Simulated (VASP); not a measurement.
Shape and ions are relaxed at each volume.

Energy against volume of SiC (wurtzite). Computed with PBE GGA with D3 dispersion (Becke-Johnson damping), VASP's PBE PAW potentials (set 64) (plane waves; VASP).

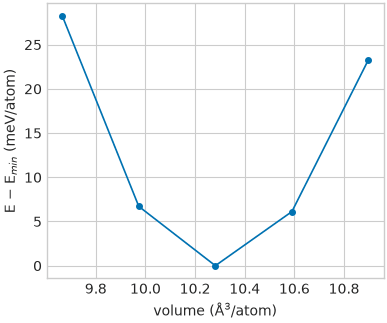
Figure. Energy against volume

Task: Estimate the equilibrium volume and the bulk modulus.

Result: The minimum lies near 10.3 Å³/atom, and the curvature gives B0 of about 220 GPa.

The compound is SiC in the wurtzite structure, the rare 2H polytype. It was relaxed first.
